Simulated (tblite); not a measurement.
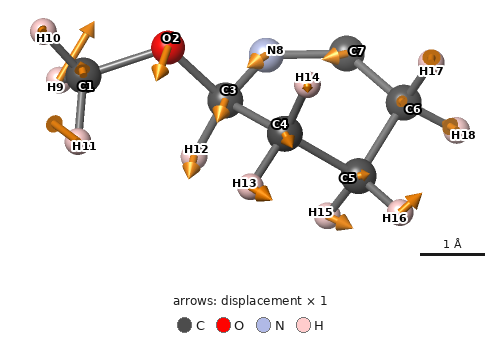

This is a relaxation of C6H10NO (multiplicity 2). The starting structure is drawn; orange arrows show the displacements, at their true length. The two geometries are superimposed by the best rigid fit.

Style: ball-and-stick. Shown from a free direction.

All numbers below come from GFN2-xTB geometry optimisation, gas phase in tblite. 

### Atoms of which element are displaced furthest, and by how much?

Hydrogen: up to 1.16 Å, against 0.70 Å for oxygen.

### Describe the change and its energy.

The energy falls by 17.8 kcal/mol in 95 geometry steps. The atom that moves furthest after the best rigid fit is H11 (1.16 Å). By element the largest moves are H 1.16 Å, O 0.70 Å, C 0.48 Å, N 0.46 Å. Near-neighbour distances that change, for instance: C7–N8 1.279 → 1.222 Å, C3–N8 1.432 → 1.463 Å, C3–C4 1.503 → 1.535 Å, C1–H11 1.127 → 1.097 Å. Among the angles between lasting bonds that change: C6–C7–N8 118.4° → 129.8°, C3–C4–H14 114.4° → 107.3°, C4–C5–C6 104.3° → 110.7°. Groups turn about O2–C3 by about 55°.
